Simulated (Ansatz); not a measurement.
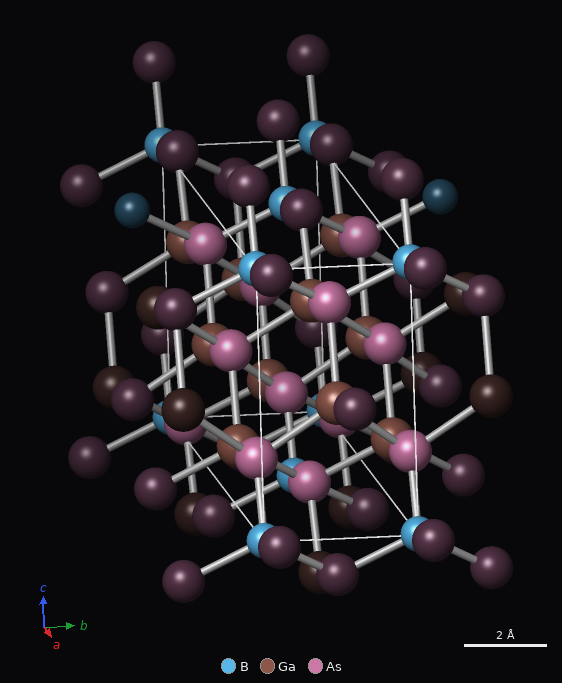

Shown here is a ball-and-stick view of the crystal, taken slightly off an axis. One conventional unit cell is framed, with atoms on its boundary repeated. Atoms just outside the outline that bond to atoms inside are added, in fainter colours.

Ga$_{3}$BAs$_{4}$, space group Cm (No. 8), a = 12.766 Å, b = 3.845 Å, c = 6.703 Å, α = 90.00°, β = 99.59°, γ = 90.00°. Its origin is a structure type filled with these elements by a generator (whether the compound takes this form wasn't checked). Earlier steps of the study, as a rule a relaxation of our own, may have changed the cell and positions, so they can lie some per cent off the listed ones. A calculation with Ansatz used it as input.

This one geometry was computed with Ansatz (DFT, plane waves, PAW) at five levels of theory: PBE0, r2SCAN, PBE, HSE06 and PBE with spin-orbit coupling. It was relaxed beforehand with r2SCAN.

### Which level gives the highest pressure at this volume, and what does that say about its equilibrium volume?

Highest: PBE (2.7 GPa) and PBE with spin-orbit coupling (2.6 GPa), which points to the largest equilibrium volume. Lowest, with the smallest volume: PBE0 (0.1 GPa), r2SCAN (0.0 GPa) and HSE06 (0.3 GPa). Levels within 0.5 GPa of each other can't be told apart.

### How does the band gap change with the level of theory?

PBE with spin-orbit coupling: a gap of 0.33 eV, direct; PBE: a gap of 0.38 eV, direct; r2SCAN: a gap of 0.67 eV, direct; HSE06: a gap of 1.13 eV, direct; PBE0: a gap of 1.79 eV, direct.

### Collect the results in a table.

| level | cutoff (eV) | k-mesh of the run's cell | gap (eV) | pressure (GPa) |
| --- | --- | --- | --- | --- |
| PBE0 | 420 | 4×4×2 | 1.79 | 0.1 |
| r2SCAN | 500 | 8×8×4 | 0.67 | 0.0 |
| PBE | 420 | 8×8×4 | 0.38 | 2.7 |
| HSE06 | 420 | 4×4×2 | 1.13 | 0.3 |
| PBE with spin-orbit coupling | 420 | 8×8×4 | 0.33 | 2.6 |

Gaps are taken on the k-mesh or band path of each run.
